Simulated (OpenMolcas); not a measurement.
**CHClInNO (SMILES O=C=[N][InH][Cl]) at 6 levels**

We compute a comparison of 6 runs (HF/3-21G, B3LYP/def2-SVP, BLYP/def2-SVP, M06-L/def2-SVP, SVWN5/def2-SVP, revPBE/def2-SVP) of CHClInNO. 

Program for the calculation: OpenMolcas 26.06.

## Step 1: Starting point

CHClInNO has 6 atoms, charge 0, and is taken as a singlet. As SMILES, `O=C=[N][InH][Cl]`. The In4–H6 distance was set to 2.194 Å, away from the relaxed value.

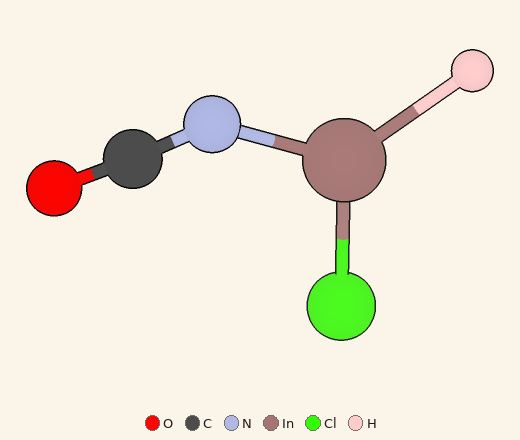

Viewed from a chosen angle; oxygen red, carbon dark grey, nitrogen light blue, indium brown, chlorine green, hydrogen pink.

## Step 2: The energy at HF/3-21G (run 1)

test.inp reads:

```
>>> EXPORT MOLCAS_PRINT=2

&GATEWAY
  BasLib=$CurrDir
  Coord
  6
  angstrom
  O        1.941769      -2.614519      -0.208869
  C        1.210369      -1.765019       0.112331
  N        0.450469      -0.921019       0.515131
  In      -0.430431       0.733781      -0.235669
  Cl       0.186769       1.087881      -2.438969
  H       -1.790100       2.008300       0.921200
  Basis=3-21G
  Group=NoSym

&SEWARD

&SCF
  Thresholds=1e-10 1e-07 1e-07 1e-05
  PrOrbitals=1 1
```

The basis set 3-21G is read from a file made from the Basis Set Exchange's data (not shown).

The run is started by

```sh
$ export MOLCAS_MEM=1860
$ pymolcas test.inp > test.log
```

Log:

```text
--- Start Module: gateway ---
[...]
--- Stop Module: gateway /rc=_RC_ALL_IS_WELL_ ---
--- Start Module: seward ---
[...]
      Basis functions           73
--- Stop Module: seward /rc=_RC_ALL_IS_WELL_ ---
[...]
--- Start Module: scf ---
[...]
       Convergence after  15 Iterations
[...]
::    Total SCF energy                              -6338.9182415663
[...]
      Total spin, S                                     0.0000000000
[...]
      Total electronic charge=   88.000000
      Total            charge=   -0.000000
[...]
      Dipole Moment (debye):
      Origin of the operator (angstrom)=    0.0371    0.2514   -0.5507
                   X= -2.0775E+00               Y=  1.7913E+00               Z=  2.0237E+00           Total=  3.4089E+00
      Quadrupole Moment (debye*angstrom):
[...]
--- Stop Module: scf /rc=_RC_ALL_IS_WELL_ ---
[...]
```

It took 3.6 s on 1 thread of Arm Neoverse V2, shared host; peak memory 0.42 GiB.

## Step 3: A single-point energy at B3LYP/def2-SVP (core potential) (run 2)

mol.inp reads:

```
&GATEWAY
BASLIB=$CurrDir
COORD
6
angstrom
O        1.941769      -2.614519      -0.208869
C        1.210369      -1.765019       0.112331
N        0.450469      -0.921019       0.515131
In      -0.430431       0.733781      -0.235669
Cl       0.186769       1.087881      -2.438969
H       -1.790100       2.008300       0.921200
BASIS=def2-SVP
GROUP=NoSym
&SEWARD
GRIDINPUT
Grid=UltraFine
End of Grid
&SCF
KSDFT=B3LYP
THRESHOLDS=1e-10 1e-07 1e-07 1e-05
PRORBITALS=1 2
```

The basis set def2-SVP is read from a file made from the Basis Set Exchange's data (not shown).

The run is started by

```sh
$ export MOLCAS_MEM=1860
$ pymolcas mol.inp > mol.log
```

Log:

```text
--- Start Module: gateway ---
[...]
--- Stop Module: gateway /rc=_RC_ALL_IS_WELL_ ---
--- Start Module: seward ---
[...]
      Basis functions           91
--- Stop Module: seward /rc=_RC_ALL_IS_WELL_ ---
[...]
--- Start Module: scf ---
[...]
       Convergence after  17 Iterations
[...]
::    Total KS-DFT energy                            -818.8531123581
[...]
      Total spin, S                                     0.0000000000
[...]
      Total electronic charge=   60.000000
      Total            charge=   -0.000000
[...]
      Dipole Moment (debye):
      Origin of the operator (angstrom)=    0.0371    0.2514   -0.5507
                   X= -1.6787E+00               Y=  1.8374E+00               Z=  9.3464E-01           Total=  2.6585E+00
      Quadrupole Moment (debye*angstrom):
[...]
--- Stop Module: scf /rc=_RC_ALL_IS_WELL_ ---
[...]
```

It took 22 s on 1 thread of Arm Neoverse V2, shared host; peak memory 0.5 GiB.

Run 3 isn't shown in full; the table further down has it.

## Step 4: The energy at M06-L/def2-SVP (core potential) (run 4)

coord.xyz reads:

```xyz
6

O      1.941769    -2.614519    -0.208869
C      1.210369    -1.765019     0.112331
N      0.450469    -0.921019     0.515131
In    -0.430431     0.733781    -0.235669
Cl     0.186769     1.087881    -2.438969
H     -1.790100     2.008300     0.921200
```

job.inp reads:

```
* CHClInNO Kohn-Sham DFT

&GATEWAY
 BasLib=$CurrDir
 Coord=coord.xyz
 Basis=def2-SVP
 Group=NoSym

&SEWARD
 GridInput
 Grid=UltraFine
 End of Grid

&SCF
 KSDFT=M06L
 Thresholds=1e-10 1e-07 1e-07 1e-05
 PrOrbitals=1
```

The basis set def2-SVP is read from a file made from the Basis Set Exchange's data (not shown).

The run is started by

```sh
$ export MOLCAS_MEM=1860
$ pymolcas job.inp > job.log
```

Log:

```text
--- Start Module: gateway ---
[...]
--- Stop Module: gateway /rc=_RC_ALL_IS_WELL_ ---
--- Start Module: seward ---
[...]
      Basis functions           91
--- Stop Module: seward /rc=_RC_ALL_IS_WELL_ ---
[...]
--- Start Module: scf ---
[...]
       Convergence after  18 Iterations
[...]
::    Total KS-DFT energy                            -818.9176288161
[...]
      Total spin, S                                     0.0000000000
[...]
      Total electronic charge=   60.000000
      Total            charge=   -0.000000
[...]
      Dipole Moment (debye):
      Origin of the operator (angstrom)=    0.0371    0.2514   -0.5507
                   X= -1.7373E+00               Y=  1.8251E+00               Z=  1.1046E+00           Total=  2.7513E+00
      Quadrupole Moment (debye*angstrom):
[...]
--- Stop Module: scf /rc=_RC_ALL_IS_WELL_ ---
[...]
```

It took 30 s on 1 thread of Arm Neoverse V2, shared host; peak memory 0.5 GiB.

Run 5 isn't shown in full; the table further down has it.

## Step 5: The energy at revPBE/def2-SVP (core potential) (run 6)

geom.xyz reads:

```xyz
6

O      1.941769    -2.614519    -0.208869
C      1.210369    -1.765019     0.112331
N      0.450469    -0.921019     0.515131
In    -0.430431     0.733781    -0.235669
Cl     0.186769     1.087881    -2.438969
H     -1.790100     2.008300     0.921200
```

job.inp reads:

```
>>> EXPORT MOLCAS_PRINT=2

&GATEWAY
 BasLib=$CurrDir
 Coord=geom.xyz
 Basis=def2-SVP
 Group=NoSym

&SEWARD
 GridInput
 Grid=UltraFine
 End of Grid

&SCF
 KSDFT=revPBE
 Thresholds=1e-10 1e-07 1e-07 1e-05
 PrOrbitals=1
```

The basis set def2-SVP is read from a file made from the Basis Set Exchange's data (not shown).

The run is started by

```sh
$ export MOLCAS_MEM=1860
$ pymolcas job.inp > job.log
```

Log:

```text
--- Start Module: gateway ---
[...]
--- Stop Module: gateway /rc=_RC_ALL_IS_WELL_ ---
--- Start Module: seward ---
[...]
      Basis functions           91
--- Stop Module: seward /rc=_RC_ALL_IS_WELL_ ---
[...]
--- Start Module: scf ---
[...]
       Convergence after  20 Iterations
[...]
::    Total KS-DFT energy                            -818.7003299573
[...]
      Total spin, S                                     0.0000000000
[...]
      Total electronic charge=   60.000000
      Total            charge=   -0.000000
[...]
      Dipole Moment (debye):
      Origin of the operator (angstrom)=    0.0371    0.2514   -0.5507
                   X= -1.5240E+00               Y=  1.6350E+00               Z=  9.0785E-01           Total=  2.4125E+00
      Quadrupole Moment (debye*angstrom):
[...]
--- Stop Module: scf /rc=_RC_ALL_IS_WELL_ ---
[...]
```

It took 24 s on 1 thread of Arm Neoverse V2, shared host; peak memory 0.5 GiB.

## Step 6: Overview of the runs

| run | level | integration grid | energy (Eh) | dipole moment (D) | HOMO energy (eV) | LUMO energy (eV) | wall time |
| --- | --- | --- | --- | --- | --- | --- | --- |
| 1 | HF/3-21G | – | -6338.918242 | 3.41 | -11.50 | 0.35 | 3.6 s |
| 2 | B3LYP/def2-SVP (core potential) | UltraFine | -818.853112 | 2.66 | -8.24 | -3.08 | 22 s |
| 3 | BLYP/def2-SVP (core potential) | UltraFine | -818.699212 | 2.36 | -6.94 | -3.55 | 24 s |
| 4 | M06-L/def2-SVP (core potential) | UltraFine | -818.917629 | 2.75 | -7.50 | -3.51 | 30 s |
| 5 | SVWN5/def2-SVP (core potential) | UltraFine | -815.670076 | 2.63 | -7.33 | -3.82 | 18 s |
| 6 | revPBE/def2-SVP (core potential) | UltraFine | -818.700330 | 2.41 | -7.09 | -3.56 | 24 s |

## Step 7: Results

| quantity | value |
| --- | --- |
| run 6: total energy | -818.70033 Eh |
| run 6: dipole moment | 2.41 D |
| run 6: HOMO energy | -7.09 eV |
| run 6: LUMO energy | -3.56 eV |
| run 6: HOMO–LUMO gap | 3.53 eV |

What this shows: The dipole moment (its size) runs from 2.36 D (BLYP/def2-SVP) to 3.41 D (HF/3-21G). The two ends differ in method and basis and core potential. The HOMO–LUMO gap runs from 3.39 eV (BLYP/def2-SVP) to 11.85 eV (HF/3-21G). Totals of different functionals can't be ranked against each other. Some runs of one species differ in core potentials or relativity; totals across that change don't compare. In run 1 relativity is left out where basis or elements ask for it. All runs together took 2 min, the longest 30 s.
